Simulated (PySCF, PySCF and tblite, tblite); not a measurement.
**Si2H6O3: conformers and averaged spectra, part 1 of 2**

Which conformers does Si2H6O3 (`O[SiH2]O[SiH2]O`) populate, and what do their averaged NMR parameters look like?

Programs: PySCF 2.14.0 with density-fitted response routines of our own, and tblite 0.8.0. All values are computed, except where a source is named. Atoms count from 0 throughout.

### Step 1. The starting structure

11 atoms, charge 0, multiplicity 1; geometry from: MMFF94s geometry.

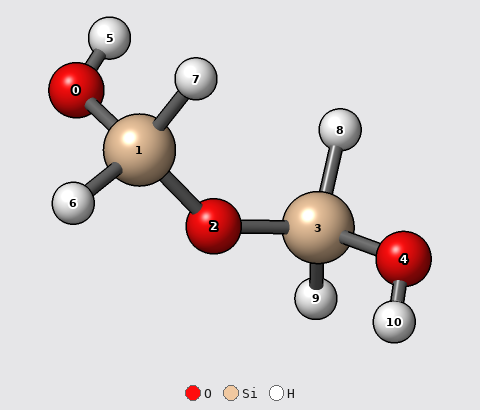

The starting geometry (oxygen red, silicon light orange, hydrogen white), atoms numbered.

### Step 2. GFN2-xTB relaxation, conformer 1

What the job is given:

```
{"job": {"xc": "GFN2-xTB", "basis": "xTB", "kind": "relax"}, "charge": 0, "multiplicity": 1}
O     -1.953700     0.537700     1.577800
Si    -1.541900     0.420000    -0.024500
O      0.096200     0.621200    -0.180000
Si     1.482800    -0.219500    -0.019600
O      1.950400    -0.820700    -1.475100
H     -1.777000    -0.238000     2.120900
H     -2.253000     1.452500    -0.795600
H     -1.919100    -0.925300    -0.484300
H      1.289200    -1.347600     0.939800
H      2.545500     0.670800     0.483100
H      2.086100    -0.148500    -2.168500
```

Started as:

```console
> OMP_NUM_THREADS=1 python ens_run.py task.json out
```

One launch serves the whole session.

Log:

```text
step      E/eV     max force
  0    -514.96657    0.941
  1    -515.01347    0.562
  2    -515.04380    0.427
  3    -515.06248    0.403
  4    -515.07903    0.337
  5    -515.09080    0.368
  6    -515.11540    0.522
  7    -515.13782    0.551
  8    -515.14993    0.299
  9    -515.15434    0.143
 10    -515.15739    0.170
 11    -515.16287    0.238
 12    -515.16965    0.284
 13    -515.17467    0.168
 14    -515.17684    0.099
 15    -515.17816    0.108
 16    -515.18002    0.154
 17    -515.18261    0.173
 18    -515.18500    0.154
 19    -515.18666    0.111
 20    -515.18809    0.148
 21    -515.19014    0.211
 22    -515.19305    0.238
 23    -515.19607    0.151
 24    -515.19784    0.117
 25    -515.19867    0.074
 26    -515.19926    0.085
 27    -515.20034    0.089
 28    -515.20190    0.120
 29    -515.20343    0.120
 30    -515.20455    0.089
 31    -515.20522    0.064
 32    -515.20570    0.065
 33    -515.20627    0.077
 34    -515.20708    0.082
 35    -515.20791    0.069
 36    -515.20836    0.036
 37    -515.20836    0.036
 38    -515.20845    0.028
 39    -515.20860    0.031
 40    -515.20871    0.037
 41    -515.20884    0.033
 42    -515.20892    0.026
 43    -515.20896    0.021
 44    -515.20901    0.020
 45    -515.20906    0.028
 46    -515.20913    0.029
 47    -515.20922    0.027
 48    -515.20929    0.028
 49    -515.20936    0.023
 50    -515.20942    0.027
 51    -515.20953    0.039
 52    -515.20968    0.049
 53    -515.20986    0.053
 54    -515.21002    0.036
 55    -515.21013    0.027
 56    -515.21023    0.038
 57    -515.21036    0.046
 58    -515.21050    0.041
 59    -515.21059    0.055
 60    -515.21068    0.033
 61    -515.21075    0.029
 62    -515.21082    0.020
 63    -515.21087    0.021
 64    -515.21091    0.021
 65    -515.21096    0.023
 66    -515.21103    0.026
 67    -515.21109    0.022
 68    -515.21112    0.015
 69    -515.21114    0.011
 70    -515.21115    0.012
 71    -515.21117    0.016
 72    -515.21119    0.018
 73    -515.21121    0.018
 74    -515.21123    0.015
 75    -515.21126    0.020
 76    -515.21129    0.020
 77    -515.21132    0.027
 78    -515.21136    0.026
 79    -515.21140    0.019
 80    -515.21145    0.023
 81    -515.21149    0.016
 82    -515.21152    0.013
 83    -515.21154    0.013
 84    -515.21157    0.019
 85    -515.21163    0.028
 86    -515.21170    0.027
 87    -515.21175    0.017
 88    -515.21178    0.029
 89    -515.21181    0.017
 90    -515.21185    0.019
 91    -515.21190    0.018
 92    -515.21194    0.011
 93    -515.21196    0.009
 94    -515.21197    0.009
 95    -515.21199    0.009
 96    -515.21200    0.009
 97    -515.21203    0.009
 98    -515.21206    0.010
 99    -515.21208    0.010
100    -515.21209    0.010
101    -515.21210    0.008
102    -515.21210    0.007
103    -515.21212    0.008
104    -515.21214    0.013
105    -515.21220    0.022
106    -515.21228    0.028
107    -515.21239    0.023
108    -515.21249    0.019
109    -515.21236    0.043
110    -515.21255    0.023
111    -515.21257    0.018
112    -515.21260    0.019
113    -515.21263    0.038
114    -515.21269    0.030
115    -515.21282    0.028
116    -515.21295    0.021
117    -515.21297    0.019
118    -515.21299    0.011
119    -515.21301    0.015
120    -515.21303    0.016
121    -515.21306    0.022
122    -515.21309    0.020
123    -515.21310    0.011
124    -515.21311    0.010
125    -515.21312    0.010
126    -515.21314    0.013
127    -515.21316    0.020
128    -515.21320    0.021
129    -515.21323    0.021
130    -515.21328    0.029
131    -515.21335    0.033
132    -515.21345    0.039
133    -515.21360    0.039
134    -515.21373    0.032
135    -515.21378    0.070
136    -515.21384    0.037
137    -515.21391    0.023
138    -515.21398    0.021
139    -515.21411    0.033
140    -515.21417    0.029
141    -515.21423    0.020
142    -515.21430    0.023
143    -515.21455    0.036
144    -515.21481    0.071
145    -515.21509    0.114
146    -515.21541    0.100
147    -515.21580    0.062
148    -515.21611    0.060
149    -515.21651    0.045
150    -515.21671    0.042
151    -515.21682    0.028
152    -515.21689    0.017
153    -515.21693    0.013
154    -515.21696    0.015
155    -515.21698    0.011
156    -515.21700    0.012
157    -515.21701    0.006
158    -515.21702    0.004
159    -515.21702    0.004
160    -515.21702    0.005
161    -515.21703    0.005
162    -515.21703    0.005
163    -515.21703    0.005
164    -515.21704    0.006
165    -515.21704    0.007
166    -515.21705    0.008
167    -515.21706    0.012
168    -515.21708    0.019
169    -515.21712    0.026
170    -515.21720    0.035
171    -515.21733    0.044
172    -515.21754    0.050
173    -515.21778    0.055
174    -515.21806    0.058
175    -515.21840    0.056
176    -515.21871    0.101
177    -515.21914    0.069
178    -515.21971    0.076
179    -515.22017    0.081
180    -515.22065    0.065
181    -515.22108    0.068
182    -515.22144    0.061
183    -515.22181    0.074
184    -515.22065    0.231
185    -515.22248    0.124
186    -515.22279    0.041
187    -515.22327    0.047
188    -515.22358    0.058
189    -515.22399    0.050
190    -515.22485    0.065
191    -515.22591    0.104
192    -515.22505    0.161
193    -515.22649    0.078
194    -515.22703    0.098
195    -515.22763    0.054
196    -515.22783    0.101
197    -515.22816    0.052
198    -515.22839    0.038
199    -515.22865    0.073
200    -515.22893    0.114
201    -515.22953    0.060
202    -515.23001    0.045
203    -515.22972    0.109
204    -515.23016    0.036
205    -515.23021    0.046
206    -515.23029    0.028
207    -515.23039    0.044
208    -515.23048    0.019
209    -515.23057    0.021
210    -515.23063    0.021
211    -515.23066    0.013
212    -515.23067    0.007
213    -515.23069    0.014
214    -515.23070    0.014
215    -515.23072    0.010
216    -515.23072    0.007
217    -515.23073    0.008
218    -515.23074    0.006
219    -515.23075    0.005
220    -515.23075    0.004
221    -515.23075    0.003
```

Run time: 1 s. Hardware: 1 thread of Intel Xeon at 2.80GHz, shared host.

Relaxing gained 0.264 eV and moved the atoms by 0.96 Å on average (rms).

**GFN2-xTB relaxation, conformer 2**

What the job is given:

```
{"job": {"xc": "GFN2-xTB", "basis": "xTB", "kind": "relax"}, "charge": 0, "multiplicity": 1}
O     -2.461200     1.039500    -0.338300
Si    -1.364000     0.622400     0.802600
O     -0.017100    -0.002600     0.062600
Si     1.434400    -0.614300     0.498700
O      2.275800    -1.035500    -0.848200
H     -2.094500     1.345100    -1.177800
H     -1.945600    -0.393500     1.709700
H     -0.977700     1.830300     1.581900
H      1.234100    -1.840600     1.323700
H      2.196500     0.383200     1.278000
H      1.724700    -1.331200    -1.598600
```

Log:

```text
step      E/eV     max force
  0    -515.06370    1.125
  1    -515.11195    0.694
  2    -515.14849    0.519
  3    -515.16708    0.397
  4    -515.17560    0.281
  5    -515.18141    0.228
  6    -515.18946    0.404
  7    -515.19639    0.339
  8    -515.19948    0.143
  9    -515.20074    0.098
 10    -515.20195    0.119
 11    -515.20347    0.177
 12    -515.20474    0.139
 13    -515.20547    0.082
 14    -515.20600    0.072
 15    -515.20678    0.127
 16    -515.20793    0.178
 17    -515.20896    0.143
 18    -515.20943    0.059
 19    -515.20960    0.042
 20    -515.20978    0.057
 21    -515.21020    0.107
 22    -515.21098    0.168
 23    -515.21206    0.181
 24    -515.21292    0.112
 25    -515.21332    0.044
 26    -515.21352    0.047
 27    -515.21386    0.086
 28    -515.21448    0.136
 29    -515.21529    0.143
 30    -515.21588    0.087
 31    -515.21614    0.037
 32    -515.21614    0.037
 33    -515.21622    0.032
 34    -515.21658    0.023
 35    -515.21663    0.019
 36    -515.21671    0.014
 37    -515.21674    0.015
 38    -515.21678    0.022
 39    -515.21685    0.026
 40    -515.21695    0.027
 41    -515.21701    0.020
 42    -515.21703    0.009
 43    -515.21704    0.010
 44    -515.21706    0.012
 45    -515.21709    0.021
 46    -515.21714    0.032
 47    -515.21720    0.033
 48    -515.21726    0.025
 49    -515.21732    0.024
 50    -515.21740    0.031
 51    -515.21751    0.029
 52    -515.21762    0.030
 53    -515.21769    0.020
 54    -515.21773    0.020
 55    -515.21777    0.020
 56    -515.21783    0.026
 57    -515.21789    0.024
 58    -515.21796    0.025
 59    -515.21803    0.029
 60    -515.21810    0.023
 61    -515.21815    0.015
 62    -515.21818    0.015
 63    -515.21820    0.014
 64    -515.21822    0.013
 65    -515.21825    0.013
 66    -515.21827    0.009
 67    -515.21828    0.008
 68    -515.21829    0.008
 69    -515.21830    0.010
 70    -515.21832    0.017
 71    -515.21838    0.028
 72    -515.21849    0.040
 73    -515.21867    0.044
 74    -515.21883    0.029
 75    -515.21891    0.021
 76    -515.21895    0.022
 77    -515.21901    0.021
 78    -515.21909    0.026
 79    -515.21921    0.025
 80    -515.21930    0.024
 81    -515.21935    0.017
 82    -515.21938    0.024
 83    -515.21942    0.020
 84    -515.21947    0.019
 85    -515.21952    0.012
 86    -515.21953    0.013
 87    -515.21955    0.011
 88    -515.21958    0.018
 89    -515.21962    0.028
 90    -515.21970    0.043
 91    -515.21975    0.058
 92    -515.21990    0.026
 93    -515.21998    0.038
 94    -515.22007    0.021
 95    -515.22012    0.029
 96    -515.22022    0.029
 97    -515.22050    0.041
 98    -515.22068    0.105
 99    -515.20430    0.461
100    -515.22109    0.049
101    -515.22113    0.102
102    -515.22140    0.041
103    -515.22167    0.020
104    -515.22200    0.074
105    -515.22216    0.062
106    -515.22236    0.036
107    -515.22253    0.041
108    -515.22284    0.034
109    -515.22293    0.031
110    -515.22304    0.033
111    -515.22304    0.053
112    -515.22321    0.031
113    -515.22329    0.024
114    -515.22352    0.032
115    -515.22357    0.026
116    -515.22365    0.024
117    -515.22369    0.014
118    -515.22371    0.010
119    -515.22372    0.008
120    -515.22373    0.007
121    -515.22373    0.007
122    -515.22374    0.006
123    -515.22375    0.006
124    -515.22375    0.007
125    -515.22376    0.005
126    -515.22376    0.006
127    -515.22377    0.006
128    -515.22379    0.011
129    -515.22381    0.014
130    -515.22384    0.016
131    -515.22388    0.024
132    -515.22394    0.038
133    -515.22400    0.057
134    -515.22414    0.059
135    -515.22432    0.049
136    -515.22454    0.036
137    -515.22475    0.037
138    -515.22488    0.047
139    -515.22523    0.048
140    -515.22552    0.042
141    -515.22571    0.034
142    -515.22591    0.050
143    -515.22614    0.036
144    -515.22636    0.042
145    -515.22657    0.061
146    -515.22674    0.067
147    -515.22678    0.054
148    -515.22697    0.049
149    -515.22706    0.020
150    -515.22712    0.014
151    -515.22718    0.022
152    -515.22722    0.015
153    -515.22729    0.020
154    -515.22733    0.013
155    -515.22735    0.010
156    -515.22736    0.006
157    -515.22737    0.010
158    -515.22737    0.004
159    -515.22738    0.004
160    -515.22738    0.004
```

It took 0.75 s on 1 thread of Intel Xeon at 2.80GHz, shared host.

Relaxing gained 0.164 eV and moved the atoms by 0.71 Å on average (rms).

### Step 3. Shieldings, conformer 1: PBE0/pcSseg-1

What the job is given:

```
{"job": {"xc": "PBE0", "basis": "pcSseg-1", "kind": "nmr", "pop": true}, "charge": 0, "multiplicity": 1}
O     -2.010565    -0.128245     1.491243
Si    -1.571574     0.522541     0.073882
O     -0.065635     0.086379    -0.339360
Si     1.537550     0.052707    -0.104221
O      2.159827    -1.162022    -0.977124
H     -1.841752    -1.044647     1.694849
H     -1.644746     1.947850     0.339296
H     -2.362560     0.010916    -1.040716
H      1.861169    -0.331895     1.259267
H      2.039230     1.352645    -0.538089
H      1.904479    -1.303558    -1.884991
```

Log:

```text
coarse grid: 10232 points
cycle   1  E = -807.6076466450  dE =  6.699e-01  |g| = 1.172e+00  |ddm| = 3.035e+00
cycle   2  E = -807.3074194325  dE =  3.002e-01  |g| = 1.730e+00  |ddm| = 2.045e+00
cycle   3  E = -807.8408245790  dE = -5.334e-01  |g| = 6.915e-02  |ddm| = 1.397e+00
cycle   4  E = -807.8416341719  dE = -8.096e-04  |g| = 3.216e-02  |ddm| = 7.619e-02
cycle   5  E = -807.8417778788  dE = -1.437e-04  |g| = 1.492e-02  |ddm| = 2.809e-02
cycle   6  E = -807.8418157852  dE = -3.791e-05  |g| = 5.607e-04  |ddm| = 9.187e-03
cycle   7  E = -807.8418158487  dE = -6.345e-08  |g| = 2.993e-04  |ddm| = 8.917e-04
final grid: 89712 points
cycle   8  E = -807.8991322096  dE = -1.285e-05  |g| = 8.477e-03  |ddm| = 1.197e-02
cycle   9  E = -807.8991189507  dE =  1.326e-05  |g| = 1.223e-02  |ddm| = 1.243e-02
cycle  10  E = -807.8991436519  dE = -2.470e-05  |g| = 3.694e-04  |ddm| = 7.598e-03
cycle  11  E = -807.8991436662  dE = -1.436e-08  |g| = 2.418e-04  |ddm| = 3.953e-04
cycle  12  E = -807.8991436761  dE = -9.863e-09  |g| = 3.542e-05  |ddm| = 1.582e-04
cycle  13  E = -807.8991436763  dE = -1.985e-10  |g| = 3.616e-06  |ddm| = 3.141e-05
converged SCF energy = -807.8991436763

GIAO shielding tensors (ppm)
atom      isotropic    diamagn.    paramagn.     s11        s22        s33       span
  0 O      283.628     389.025    -105.397    240.001    289.641    321.242     81.242
  1 Si     391.483     879.840    -488.357    381.275    389.609    403.566     22.290
  2 O      237.691     401.042    -163.351    215.659    232.113    265.300     49.641
  3 Si     390.031     879.866    -489.835    378.802    384.208    407.084     28.282
  4 O      287.136     387.986    -100.850    239.546    294.252    327.611     88.065
  5 H       29.641      32.476      -2.835     22.010     25.254     41.657     19.647
  6 H       26.942      29.544      -2.602     23.445     24.919     32.463      9.018
  7 H       26.729      29.722      -2.993     22.860     25.030     32.295      9.435
  8 H       26.883      30.369      -3.486     23.218     25.298     32.132      8.914
  9 H       26.598      29.663      -3.065     22.816     24.911     32.066      9.249
 10 H       29.739      31.854      -2.115     22.089     25.193     41.934     19.844
```

It took 14 s on 1 thread of Intel Xeon at 2.80GHz, shared host; peak memory 0.61 GiB.

This run: HOMO -8.66 eV, LUMO 0.94 eV; dipole 1.27 D.

Orbitals, density, ELF and potential are computed afterwards from the orbital file.

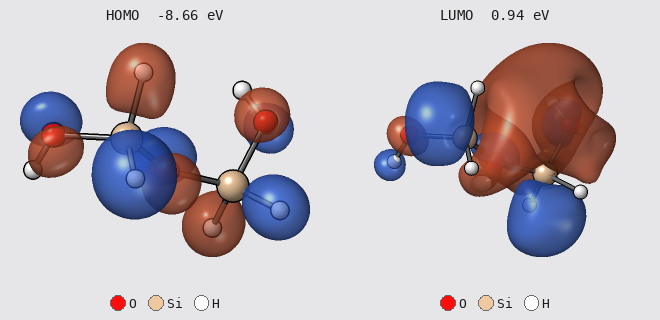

Frontier orbitals at PBE0/pcSseg-1; each surface holds 70 % of the orbital's density, blue and red mark the sign.

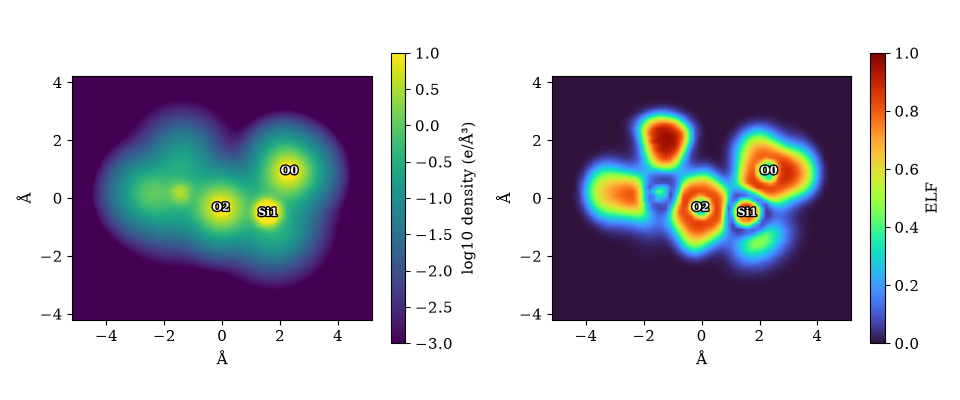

Density (left) and ELF (right) in a plane through or near 3 of the atoms.

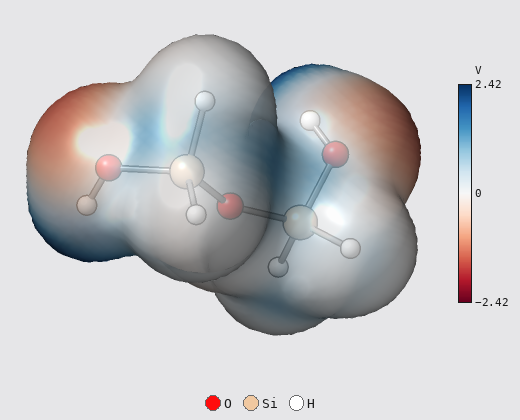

Electrostatic potential on the surface of density 0.002 e/bohr³; red is low, blue high. It runs from -1.35 V near O4 to 2.42 V near H5.

### Step 4. Single-point energy, conformer 1: CAM-B3LYP/def2-TZVP

Changed since step 3:

```diff
@@ -1,2 +1,2 @@
-{"job": {"xc": "PBE0", "basis": "pcSseg-1", "kind": "nmr", "pop": true}, "charge": 0, "multiplicity": 1}
+{"job": {"xc": "CAM-B3LYP", "basis": "def2-TZVP", "kind": "sp"}, "charge": 0, "multiplicity": 1}
 O     -2.010565    -0.128245     1.491243
```

Log:

```text
coarse grid: 10232 points
cycle   1  E = -808.2770540643  dE =  6.340e-01  |g| = 1.229e+00  |ddm| = 2.466e+00
cycle   2  E = -808.1029622973  dE =  1.741e-01  |g| = 1.606e+00  |ddm| = 1.374e+00
cycle   3  E = -808.5304807134  dE = -4.275e-01  |g| = 5.402e-02  |ddm| = 8.311e-01
cycle   4  E = -808.5310082214  dE = -5.275e-04  |g| = 2.325e-02  |ddm| = 5.057e-02
cycle   5  E = -808.5310737641  dE = -6.554e-05  |g| = 1.314e-02  |ddm| = 1.649e-02
cycle   6  E = -808.5311014894  dE = -2.773e-05  |g| = 1.074e-03  |ddm| = 6.297e-03
cycle   7  E = -808.5311017613  dE = -2.719e-07  |g| = 2.248e-04  |ddm| = 1.512e-03
final grid: 89712 points
cycle   8  E = -808.5267930879  dE = -2.117e-05  |g| = 1.644e-03  |ddm| = 1.090e-02
cycle   9  E = -808.5267931727  dE = -8.480e-08  |g| = 1.595e-03  |ddm| = 1.930e-03
cycle  10  E = -808.5267935533  dE = -3.807e-07  |g| = 3.720e-04  |ddm| = 8.128e-04
cycle  11  E = -808.5267935778  dE = -2.446e-08  |g| = 5.276e-05  |ddm| = 2.349e-04
cycle  12  E = -808.5267935784  dE = -6.298e-10  |g| = 2.359e-05  |ddm| = 6.295e-05
converged SCF energy = -808.5267935784
```

Wall time 8.7 s (1 thread of Intel Xeon at 2.80GHz, shared host); peak memory 0.79 GiB.

Key values: HOMO -10.12 eV, LUMO 1.43 eV; dipole 1.28 D.

### Step 5. Shieldings, conformer 2: PBE0/pcSseg-1

What the job is given:

```
{"job": {"xc": "PBE0", "basis": "pcSseg-1", "kind": "nmr", "pop": false}, "charge": 0, "multiplicity": 1}
O     -1.801761     0.946243    -0.637227
Si    -1.452522     0.507121     0.885143
O      0.077741     0.000834     1.036863
Si     1.539051    -0.508856     0.562286
O      1.564947    -0.927798    -1.004946
H     -1.254521     1.560361    -1.120320
H     -2.338108    -0.626205     1.090933
H     -1.557565     1.621833     1.819038
H      1.830267    -1.636191     1.439746
H      2.452855     0.620044     0.591950
H      0.945040    -1.554715    -1.369069
```

Log:

```text
coarse grid: 10232 points
cycle   1  E = -807.6088796368  dE =  6.666e-01  |g| = 1.171e+00  |ddm| = 3.040e+00
cycle   2  E = -807.3145267605  dE =  2.944e-01  |g| = 1.721e+00  |ddm| = 2.031e+00
cycle   3  E = -807.8414004842  dE = -5.269e-01  |g| = 6.585e-02  |ddm| = 1.383e+00
cycle   4  E = -807.8422148057  dE = -8.143e-04  |g| = 2.245e-02  |ddm| = 7.132e-02
cycle   5  E = -807.8422660149  dE = -5.121e-05  |g| = 1.437e-02  |ddm| = 2.187e-02
cycle   6  E = -807.8423017629  dE = -3.575e-05  |g| = 5.745e-04  |ddm| = 9.058e-03
cycle   7  E = -807.8423018366  dE = -7.368e-08  |g| = 1.132e-04  |ddm| = 7.801e-04
final grid: 89712 points
cycle   8  E = -807.8996969017  dE = -1.298e-05  |g| = 8.337e-03  |ddm| = 1.157e-02
cycle   9  E = -807.8996844177  dE =  1.248e-05  |g| = 1.195e-02  |ddm| = 1.208e-02
cycle  10  E = -807.8997079079  dE = -2.349e-05  |g| = 3.382e-04  |ddm| = 7.380e-03
cycle  11  E = -807.8997079198  dE = -1.191e-08  |g| = 2.255e-04  |ddm| = 3.776e-04
cycle  12  E = -807.8997079284  dE = -8.583e-09  |g| = 3.734e-05  |ddm| = 1.511e-04
cycle  13  E = -807.8997079286  dE = -2.142e-10  |g| = 3.742e-06  |ddm| = 3.161e-05
converged SCF energy = -807.8997079286

GIAO shielding tensors (ppm)
atom      isotropic    diamagn.    paramagn.     s11        s22        s33       span
  0 O      279.191     391.234    -112.042    230.441    287.003    320.131     89.690
  1 Si     391.092     880.276    -489.183    381.644    391.956    399.676     18.032
  2 O      234.187     400.931    -166.744    165.878    224.783    311.901    146.023
  3 Si     391.294     880.295    -489.001    382.159    391.904    399.818     17.658
  4 O      278.661     391.205    -112.543    230.041    286.817    319.126     89.084
  5 H       29.593      33.352      -3.759     22.204     25.359     41.215     19.011
  6 H       26.946      29.809      -2.863     23.458     24.825     32.556      9.098
  7 H       26.642      28.955      -2.313     22.874     24.699     32.354      9.480
  8 H       26.643      29.000      -2.357     22.866     24.710     32.354      9.488
  9 H       26.958      29.873      -2.915     23.448     24.857     32.570      9.122
 10 H       29.564      33.286      -3.722     22.214     25.262     41.215     19.001
```

Wall time 8.3 s (1 thread of Intel Xeon at 2.80GHz, shared host); peak memory 0.64 GiB.

Key values: HOMO -8.46 eV, LUMO 0.84 eV; dipole 0.30 D.

### Step 6. Single-point energy, conformer 2: CAM-B3LYP/def2-TZVP

Changed since step 5:

```diff
@@ -1,2 +1,2 @@
-{"job": {"xc": "PBE0", "basis": "pcSseg-1", "kind": "nmr", "pop": false}, "charge": 0, "multiplicity": 1}
+{"job": {"xc": "CAM-B3LYP", "basis": "def2-TZVP", "kind": "sp"}, "charge": 0, "multiplicity": 1}
 O     -1.801761     0.946243    -0.637227
```

Log:

```text
coarse grid: 10232 points
cycle   1  E = -808.2785294656  dE =  6.298e-01  |g| = 1.227e+00  |ddm| = 2.466e+00
cycle   2  E = -808.1079449545  dE =  1.706e-01  |g| = 1.598e+00  |ddm| = 1.362e+00
cycle   3  E = -808.5308314365  dE = -4.229e-01  |g| = 5.243e-02  |ddm| = 8.210e-01
cycle   4  E = -808.5313621678  dE = -5.307e-04  |g| = 1.804e-02  |ddm| = 5.045e-02
cycle   5  E = -808.5314008119  dE = -3.864e-05  |g| = 1.044e-02  |ddm| = 1.386e-02
cycle   6  E = -808.5314183144  dE = -1.750e-05  |g| = 1.541e-03  |ddm| = 5.241e-03
cycle   7  E = -808.5314187828  dE = -4.685e-07  |g| = 2.227e-04  |ddm| = 1.572e-03
final grid: 89712 points
cycle   8  E = -808.5271104111  dE = -2.037e-05  |g| = 1.653e-03  |ddm| = 1.033e-02
cycle   9  E = -808.5271104699  dE = -5.887e-08  |g| = 1.658e-03  |ddm| = 1.884e-03
cycle  10  E = -808.5271108844  dE = -4.144e-07  |g| = 3.442e-04  |ddm| = 8.303e-04
cycle  11  E = -808.5271109058  dE = -2.145e-08  |g| = 5.694e-05  |ddm| = 2.259e-04
cycle  12  E = -808.5271109065  dE = -6.505e-10  |g| = 2.880e-05  |ddm| = 6.128e-05
converged SCF energy = -808.5271109065
```

Wall time 9 s (1 thread of Intel Xeon at 2.80GHz, shared host); peak memory 0.81 GiB.

This run: HOMO -9.90 eV, LUMO 1.26 eV; dipole 0.29 D.

(Continued in part 2 of 2.)
